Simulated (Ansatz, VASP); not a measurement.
## Ni (Ni(111)): VASP beside Ansatz

Aim: how closely do two programs agree when they are given the same cell, functional and k mesh?

Calculated with Ansatz 0.2.0; plane waves, with VASP 6.6.1 beside it; band structure at PBE.

### Step 1. Starting point

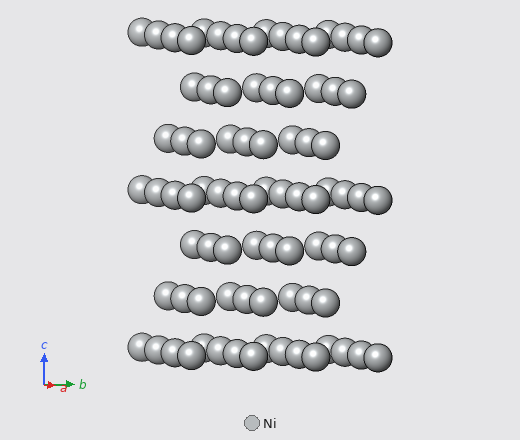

The starting structure, seen from the side, with the c axis up (nickel light grey). 3×3×1 cells are drawn. Some periodic images of atoms are drawn too.

The cell holds 7 atoms: 7 Ni. Its edges and angles: a = 2.489 Å, b = 2.489 Å, c = 30.194 Å, α = 90.0°, β = 90.0°, γ = 60.0°. Vacuum lies along c.

Coordinates:

```
Ni
1.0
     2.48902    0.00000    0.00000
     1.24451    2.15555    0.00000
     0.00000    0.00000   30.19364
Ni
7
Direct
  0.00000 0.00000 0.29808
  0.33333 0.33333 0.36538
  0.66667 0.66667 0.43269
  0.00000 0.00000 0.50000
  0.33333 0.33333 0.56731
  0.66667 0.66667 0.63462
  0.00000 0.00000 0.70192
```

### Step 2. VASP: band structure, PBE

The same path points are solved in both programs, so levels can be compared one by one.

Lines of VASP's logs that name or quote its potential files are left out, and so is its time.

The input, INCAR:

```
SYSTEM = Ni
PREC = Normal
ENCUT = 300
EDIFF = 1E-06
NELM = 120
ISMEAR = -1
SIGMA = 0.1
LREAL = .FALSE.
ALGO = Fast
GGA = PE
NBANDS = 57
ISPIN = 2
MAGMOM = 1 1 1 1 1 1 1
LMAXMIX = 4
LORBIT = 11
LWAVE = .FALSE.
LCHARG = .TRUE.
IDIPOL = 3
LDIPOL = .TRUE.
DIPOL = 0.5 0.5 0.5
LVHAR = .TRUE.
LVACPOTAV = .TRUE.
LELF = .TRUE.
NEDOS = 1500
```

The input, POSCAR:

```
Ni
1.0
    2.4890158698      0.0000000000      0.0000000000
    1.2445079349      2.1555509736      0.0000000000
    0.0000000000      0.0000000000     30.1936376853
Ni
7
Direct
    0.0000000000      0.0000000000      0.2980760415
    0.3333333333      0.3333333333      0.3653840277
    0.6666666667      0.6666666667      0.4326920138
    0.0000000000      0.0000000000      0.5000000000
    0.3333333333      0.3333333333      0.5673079862
    0.6666666667      0.6666666667      0.6346159723
    0.0000000000      0.0000000000      0.7019239585
```

The input, KPOINTS:

```
Automatic mesh
0
Gamma
21 21 1
0 0 0
```

The input, KPOINTS_OPT:

```
Line mode
14
Line-mode
Reciprocal
  0.00000000   0.00000000   0.00000000 GAMMA
  0.00000000  -0.50000000   0.00000000 M

  0.00000000  -0.50000000   0.00000000 M
  0.33333333  -0.33333333   0.00000000 K

  0.33333333  -0.33333333   0.00000000 K
  0.00000000   0.00000000   0.00000000 GAMMA
```

Potentials, in the order of the species: Ni (PBE family, release 64).

Started as:

```sh
$ mpirun -np 2 vasp_std
```

Numbers of over 12 decimals in the logs are rounded to 6 here.

Log:

```text
[banner, memory and clock lines left out]
running    2 mpi-ranks, on    1 nodes
 distrk:  each k-point on    2 cores,    1 groups
 distr:  one band on    1 cores,    2 groups

 POSCAR found type information on POSCAR Ni
 POSCAR found :  1 types and       7 ions
 LDA part: xc-table for (Slater+PW92), standard interpolation
|                                                                             |
|           W    W    AA    RRRRR   N    N  II  N    N   GGGG   !!!           |
|           W    W   A  A   R    R  NN   N  II  NN   N  G    G  !!!           |
|           W    W  A    A  R    R  N N  N  II  N N  N  G       !!!           |
|           W WW W  AAAAAA  RRRRR   N  N N  II  N  N N  G  GGG   !            |
|           WW  WW  A    A  R   R   N   NN  II  N   NN  G    G                |
|           W    W  A    A  R    R  N    N  II  N    N   GGGG   !!!           |
|                                                                             |
|     The number of bands has been changed from the values supplied in        |
|     The orbitals not found in the WAVECAR file will be initialized with     |
|     random numbers, which is usually adequate. For correlated               |
|     calculations, however, you should redo the groundstate calculation.     |
|     I found NBANDS = 57. Now, NBANDS = 58.                                  |
|                                                                             |

 POSCAR, INCAR and KPOINTS ok, starting setup
 FFT: planning ... GRIDC
 FFT: planning ... GRID_SOFT
 FFT: planning ... GRID
 WAVECAR not read
 entering main loop
       N       E                     dE             d eps       ncg     rms          rms(c)
DAV:   1     0.421564121700E+03    0.42156E+03   -0.22282E+04 11240   0.964E+02
DAV:   2    -0.512592876305E+01   -0.42669E+03   -0.39696E+03 11252   0.253E+02
DAV:   3    -0.433438632504E+02   -0.38218E+02   -0.35674E+02 12288   0.971E+01
DAV:   4    -0.440577136381E+02   -0.71385E+00   -0.71229E+00 12338   0.156E+01
DAV:   5    -0.440748083413E+02   -0.17095E-01   -0.17094E-01 16620   0.153E+00    0.256E+01
RMM:   6    -0.488090058317E+02   -0.47342E+01   -0.49740E+01 13247   0.480E+01    0.365E+01
RMM:   7    -0.591429082106E+02   -0.10334E+02   -0.10778E+01 13442   0.190E+01    0.452E+01
RMM:   8    -0.465804350718E+02    0.12562E+02   -0.43587E+00 12522   0.137E+01    0.381E+01
RMM:   9    -0.382235077540E+02    0.83569E+01   -0.29666E+00 12908   0.112E+01    0.187E+01
RMM:  10    -0.410063994832E+02   -0.27829E+01   -0.39471E+00 13556   0.121E+01    0.299E+01
RMM:  11    -0.407717138904E+02    0.23469E+00   -0.23641E+00 13390   0.101E+01    0.294E+01
RMM:  12    -0.357490415706E+02    0.50227E+01   -0.65362E-01 12769   0.540E+00    0.691E+00
RMM:  13    -0.359760409168E+02   -0.22700E+00   -0.89071E-02 12719   0.153E+00    0.491E+00
RMM:  14    -0.359596366391E+02    0.16404E-01   -0.74017E-02 12697   0.139E+00    0.329E+00
[...]
RMM:  35    -0.372615791964E+02   -0.12489E-02   -0.15651E-05 13796   0.203E-02    0.498E-02
RMM:  36    -0.372621108873E+02   -0.53169E-03   -0.77169E-06 13295   0.152E-02    0.153E-02
RMM:  37    -0.372621978349E+02   -0.86948E-04   -0.32010E-06 11410   0.897E-03    0.266E-03
RMM:  38    -0.372622134615E+02   -0.15627E-04   -0.87040E-07  9937   0.471E-03    0.517E-03
RMM:  39    -0.372622215773E+02   -0.81158E-05   -0.37102E-07  9762   0.338E-03    0.357E-03
RMM:  40    -0.372622263569E+02   -0.47796E-05   -0.20949E-07  9713   0.254E-03    0.384E-03
RMM:  41    -0.372622295659E+02   -0.32090E-05   -0.12769E-07  9712   0.191E-03    0.195E-03
RMM:  42    -0.372622300995E+02   -0.53354E-06   -0.50134E-08  8773   0.123E-03
|                                                                             |
|           W    W    AA    RRRRR   N    N  II  N    N   GGGG   !!!           |
|           W    W   A  A   R    R  NN   N  II  NN   N  G    G  !!!           |
|           W    W  A    A  R    R  N N  N  II  N N  N  G       !!!           |
|           W WW W  AAAAAA  RRRRR   N  N N  II  N  N N  G  GGG   !            |
|           WW  WW  A    A  R   R   N   NN  II  N   NN  G    G                |
|           W    W  A    A  R    R  N    N  II  N    N   GGGG   !!!           |
|                                                                             |
|     Did not find any points to average over, which means that no vacuum     |
|     field-free region was found. Please increase the size of  your cell     |
|     in the dimension of the dipole correction to obtain accurate            |
|     workfunction values.                                                    |
|                                                                             |

   1 F= -.37262230E+02 E0= -.37059193E+02  d E =-.406074E+00  mag=     4.4260
 Start KPOINTS_OPT (optional k-point list driver)
k-point batch [1-42\42]
       N       E                     dE             ncg
DAV:   1     0.174322442219E+05   -0.54463E+05     9808
DAV:   2     0.398701578625E+03   -0.17034E+05     9858
DAV:   3    -0.106862044050E+04   -0.14673E+04    10680
DAV:   4    -0.109606862456E+04   -0.27448E+02    10790
DAV:   5    -0.109682251882E+04   -0.75389E+00    14408
DAV:   6    -0.109682808025E+04   -0.55614E-02    11340
DAV:   7    -0.109682828686E+04   -0.20661E-03    14460
DAV:   8    -0.109682828870E+04   -0.18434E-05     7240
DAV:   9    -0.109682828895E+04   -0.24928E-06     6654
|                                                                             |
|           W    W    AA    RRRRR   N    N  II  N    N   GGGG   !!!           |
|           W    W   A  A   R    R  NN   N  II  NN   N  G    G  !!!           |
|           W    W  A    A  R    R  N N  N  II  N N  N  G       !!!           |
|           W WW W  AAAAAA  RRRRR   N  N N  II  N  N N  G  GGG   !            |
|           WW  WW  A    A  R   R   N   NN  II  N   NN  G    G                |
|           W    W  A    A  R    R  N    N  II  N    N   GGGG   !!!           |
|                                                                             |
|     Did not find any points to average over, which means that no vacuum     |
|     field-free region was found. Please increase the size of  your cell     |
|     in the dimension of the dipole correction to obtain accurate            |
|     workfunction values.                                                    |
|                                                                             |
```

OUTCAR, selected parts (step 2):

```text
ion  position               nearest neighbor table
   1  0.000  0.000  0.298-   2 2.49   2 2.49   2 2.49
   2  0.333  0.333  0.365-   3 2.49   3 2.49   3 2.49   1 2.49   1 2.49   1 2.49
   3  0.667  0.667  0.433-   2 2.49   2 2.49   2 2.49   4 2.49   4 2.49   4 2.49
   4  0.000  0.000  0.500-   3 2.49   5 2.49   3 2.49   5 2.49   3 2.49   5 2.49
   5  0.333  0.333  0.567-   6 2.49   6 2.49   6 2.49   4 2.49   4 2.49   4 2.49
   6  0.667  0.667  0.635-   5 2.49   5 2.49   5 2.49   7 2.49   7 2.49   7 2.49
   7  0.000  0.000  0.702-   6 2.49   6 2.49   6 2.49

  LATTYP: Found a hexagonal cell.
 ALAT       =     2.4890158697
 C/A-ratio  =    12.1307533843

 Subroutine GETGRP returns: Found 12 space group operations
 (whereof 12 operations were pure point group operations)

The static configuration has the point symmetry D_3d.

 Found     48 irreducible k-points:

   k-points           NKPTS =     48   k-points in BZ     NKDIM =     48   number of bands    NBANDS=     58

   dimension x,y,z NGX =    12 NGY =   12 NGZ =  128
   dimension x,y,z NGXF=    24 NGYF=   24 NGZF=  256

   ENCUT  =  300.0 eV  22.05 Ry    4.70 a.u.   3.52  3.52 42.64*2*pi/ulx,y,z

   NELECT =      70.0000    total number of electrons

 k-points in reciprocal lattice and weights: Automatic mesh
   0.00000000  0.00000000  0.00000000       0.002
   0.04761905  0.00000000  0.00000000       0.014
   0.09523810  0.00000000  0.00000000       0.014
   0.14285714 -0.00000000  0.00000000       0.014
   0.19047619  0.00000000  0.00000000       0.014
   0.23809524  0.00000000  0.00000000       0.014
   0.28571429 -0.00000000  0.00000000       0.014
   0.33333333 -0.00000000  0.00000000       0.014
   0.38095238  0.00000000  0.00000000       0.014
[...]
-0.38095238  0.28571429  0.00000000       0.027
  -0.33333333  0.33333333  0.00000000       0.005

 dipolmoment           0.000000      0.000000      0.000000 electrons x Angstroem

 average (electrostatic) potential at core
       1 -89.3682       2 -89.6094       3 -89.5984       4 -89.5839       5 -89.5984
       6 -89.6094       7 -89.3682

 E-fermi :   1.7733

 spin component 1
 k-point     1 :       0.0000    0.0000    0.0000
  band No.  band energies     occupation
    ...
     38       1.1007      0.99880
     39       1.1007      0.99880
     40       1.1745      0.99750
     41       1.1745      0.99750
     42       1.5669      0.88738
     43       1.9076      0.20705
     44       6.3804      0.00000
     45       6.5865      0.00000
     46       7.1381      0.00000
     47       8.0942      0.00000
    ...

 k-point     2 :       0.0476    0.0000    0.0000
  band No.  band energies     occupation
    ...
     37       0.9144      0.99981
     38       0.9480      0.99974
     39       1.1017      0.99879
     40       1.1768      0.99744
     41       1.1938      0.99696
     42       1.8863      0.24405
     43       2.2576      0.00782
     44       6.4505      0.00000
     45       6.6590      0.00000
     46       7.2021      0.00000
    ...

 k-point     3 :       0.0952    0.0000    0.0000
  band No.  band energies     occupation
    ...
     37       0.9506      0.99973
     38       1.0198      0.99947
     39       1.1043      0.99876
     40       1.1830      0.99727
     41       1.5709      0.88332
     42       2.4216      0.00153
     43       2.9064      0.00001
     44       6.6596      0.00000
     45       6.8764      0.00000
     46       7.3920      0.00000
    ...

 k-point     4 :       0.1429   -0.0000    0.0000
  band No.  band energies     occupation
    ...
     36       0.7920      0.99995
     37       0.9529      0.99973
     38       1.1079      0.99871
     39       1.1922      0.99701
     40       1.2710      0.99346
     41       2.0123      0.08393
     42       3.0278      0.00000
     43       3.6663      0.00000
     44       7.0030      0.00000
     45       7.2385      0.00000
    ...

 k-point     5 :       0.1905    0.0000    0.0000
  band No.  band energies     occupation
    ...
     36       0.9330      0.99978
     37       0.9542      0.99972
     38       1.1115      0.99867
     39       1.2030      0.99667
     40       1.5621      0.89206
     41       2.4919      0.00076
     42       3.6861      0.00000
     43       4.5060      0.00000
     44       7.4704      0.00000
     45       7.7447      0.00000
    ...

 k-point     6 :       0.2381    0.0000    0.0000
  band No.  band energies     occupation
    ...
     35       0.7959      0.99994
     36       0.9566      0.99972
     37       1.1011      0.99880
     38       1.1145      0.99862
     39       1.2137      0.99630
     40       1.8908      0.23594
     41       3.0135      0.00000
     42       4.3903      0.00000
     43       5.4142      0.00000
     44       8.0422      0.00000
    ...

  Total       -1.8493843     -1.8493843     -0.7805688      0.0000000      0.0000000      0.0000000
  in kB      -18.2909532    -18.2909532     -7.7200542      0.0000000      0.0000000      0.0000000
  external PRESSURE =     -14.7673202 kB  Pullay stress =       0.0000000 kB

  energy-cutoff  :      300.00
  volume of cell :      161.99
      direct lattice vectors                 reciprocal lattice vectors
     2.489015870  0.000000000  0.000000000     0.401765217 -0.231959256  0.000000000
     1.244507935  2.155550974  0.000000000     0.000000000  0.463918512  0.000000000
     0.000000000  0.000000000 30.193637685     0.000000000  0.000000000  0.033119560

 POSITION                                       TOTAL-FORCE (eV/Angst)
 -----------------------------------------------------------------------------------
      0.00000      0.00000      9.00000         0.000000      0.000000      0.134055
      1.24451      0.71852     11.03227         0.000000     -0.000000     -0.123728
      2.48902      1.43703     13.06455        -0.000000     -0.000000     -0.021080
      0.00000      0.00000     15.09682         0.000000     -0.000000      0.000000
      1.24451      0.71852     17.12909        -0.000000      0.000000      0.021080
      2.48902      1.43703     19.16136        -0.000000     -0.000000      0.123728
      0.00000      0.00000     21.19364        -0.000000      0.000000     -0.134055
 -----------------------------------------------------------------------------------
    total drift:                                0.000000      0.000000      0.000000

  FREE ENERGIE OF THE ION-ELECTRON SYSTEM (eV)
  ---------------------------------------------------
  free  energy   TOTEN  =       -37.2622300995 eV

  energy  without entropy=      -36.8561564307  energy(sigma->0) =      -37.05919327

 total charge
# of ion       s       p       d       tot
------------------------------------------
    1        0.488   0.380   8.291   9.159
    2        0.492   0.493   8.302   9.287
    3        0.497   0.495   8.303   9.295
    4        0.497   0.496   8.303   9.296
    5        0.497   0.495   8.303   9.295
    6        0.492   0.493   8.302   9.287
    7        0.488   0.380   8.291   9.159
--------------------------------------------------
tot          3.453   3.232  58.094  64.779

 magnetization (x)
# of ion       s       p       d       tot
------------------------------------------
    1       -0.005  -0.024   0.700   0.671
    2       -0.007  -0.025   0.696   0.664
    3       -0.006  -0.024   0.653   0.623
    4       -0.007  -0.024   0.647   0.616
    5       -0.006  -0.024   0.653   0.623
    6       -0.007  -0.025   0.696   0.664
    7       -0.005  -0.024   0.700   0.671
--------------------------------------------------
tot         -0.043  -0.170   4.745   4.532

[... 6 further parts left out ...]
```

(Part 1 of 2 ends here.)

[Lines on the potential files, build, host, timing and source positions are cut from VASP's logs without a mark.]

[Logs are printed without paths, hosts, clocks, repeated set-up lines and the standing remarks that a program may print on its own settings, such as how far it seeks lower states.]

[Hosts, paths, dates, database ids (printed as entryN), source tags and the programs' standing remarks are cut or masked in the printed files.]
